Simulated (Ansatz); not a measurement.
The figure comes from a scan of NiSi$_{2}$ (fluorite type, space group Fm-3m): one Si atom of a 3-atom cell moves by u along (0.71, 0.71, 0.00) and v along (0.00, 0.00, 1.00). Computed with PBE (plane waves to 420 eV, PAW, scalar-relativistic; Ansatz, a program for electronic structure). k mesh 12×12×12 (Γ-centred), Fermi-Dirac smearing 0.05 eV. E stands for the smeared free energy. Points where atoms come too close for the PAW data are left out (x in tables, blank in figures). With partly filled bands, energies and forces of such displacements shift with the k mesh and the smearing. NiSi2 is run without spin polarisation. NiSi2 was relaxed with its symmetry unable to fall. The PAW data are Ansatz's earlier set. ΔE is measured from the undisplaced structure. Axes are in Å.

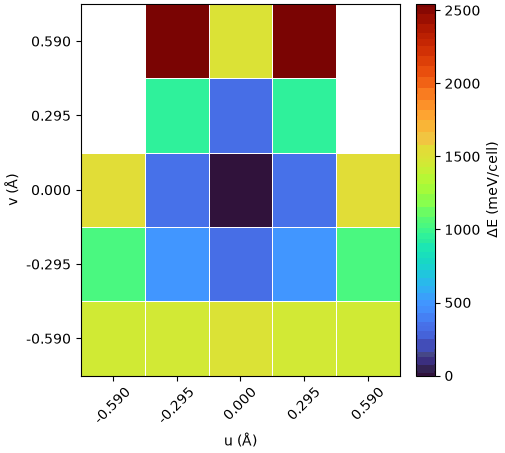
ΔE (meV/cell), one tile a computed point.

Question: Read the plotted values off the figure, to the accuracy that the plot allows.

Answer: To the nearest 500:

ΔE (meV/cell), with u across and v down:

```tsv
v \ u	-0.590	-0.295	0.000	0.295	0.590
-0.590	1500	1500	1500	1500	1500
-0.295	1000	500	500	500	1000
0.000	1500	500	0	500	1500
0.295	x	1000	500	1000	x
0.590	x	2500	1500	2500	x
```

(A displaced cell: forces are minus the slopes of the energy, force constants its curvatures, and phonons follow from these.)
